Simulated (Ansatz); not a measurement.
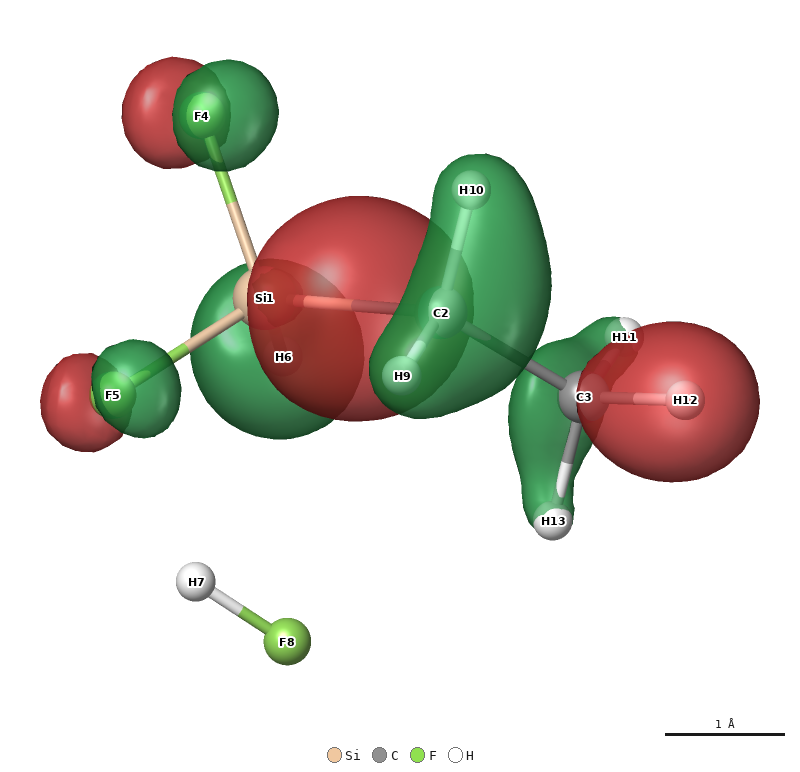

C2H6F2Si···HF. The HOMO at ±0.15 Å⁻³ᐟ² (green and red are the two phases), seen at an oblique angle.

The calculation used Ansatz, RKS PBE-D4/def2-SVP.

```xyz
13

Si   -0.2781    0.4727    1.2630
C     0.2664    0.7215   -0.5086
C    -0.5263   -0.1125   -1.5279
F    -0.5778    1.9112    1.9760
F     0.9851   -0.1487    2.1563
H    -1.4630   -0.4020    1.5023
H     1.2763   -1.6024    1.2644
F     0.9661   -2.1235    0.5377
H     1.3472    0.4686   -0.5539
H     0.1893    1.8096   -0.7235
H    -1.6121    0.1126   -1.4962
H    -0.1782    0.0863   -2.5614
H    -0.3949   -1.1934   -1.3282
```

**Where does this orbital lie, and at what energy?**

By Hirshfeld shares it lies mainly on C2 (about 30 %), Si1 (about 20 %), H6 (about 10 %), C3 (about 10 %), F4 (about 10 %) and H12 (about 10 %). Its energy is −7.58 eV.
